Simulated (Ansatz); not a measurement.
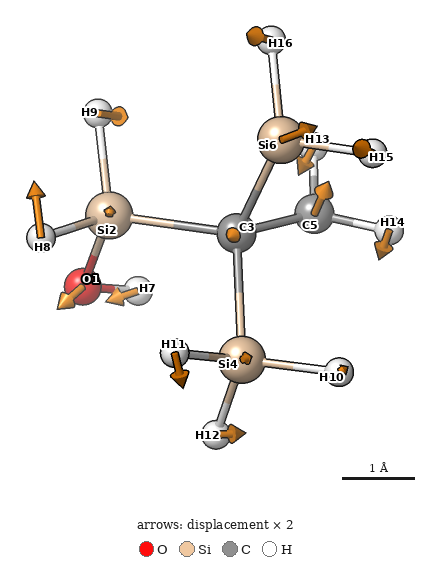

This is a relaxation of C2H10OSi3. The starting structure is drawn; orange arrows show the displacements, magnified 2 times. The two geometries are superimposed by the best rigid fit.

The picture is a ball-and-stick view, seen at a tilt.

The run prepares an end point of a later path (hydrogen shift) calculation, from a guessed geometry.

These are results of RKS revPBE/STO-3G (Ansatz), not measurements. (no spin polarisation; force threshold 0.02 eV/Å; at most 50 steps)

**What did the optimiser do to the structure, and how much energy did it gain?**

The energy falls by 222.4 kJ/mol in 12 accepted moves (14 points after the start). The largest force component goes from 4.2 to 0.012 eV/Å. The line search rejected the trial steps at points 6, 8 of the run. The atom that moves furthest after the best rigid fit is H8 (0.42 Å). Largest moves by element: H 0.42 Å, C 0.34 Å, Si 0.32 Å, O 0.28 Å. Near-neighbour distances that change, for instance: C5–Si6 2.279 → 1.848 Å, C3–C5 1.463 → 1.594 Å, C3–Si4 2.005 → 1.884 Å, C3–Si6 1.774 → 1.869 Å. New bonds form: C5–Si6 (2.28 → 1.85 Å). Among the angles between lasting bonds that change: C5–C3–Si6 89.0° → 63.9°, Si2–O1–H7 111.3° → 102.2°, Si2–C3–Si4 107.1° → 115.3°.

Limits of the set-up: STO-3G is a minimal basis, so the numbers are rough.
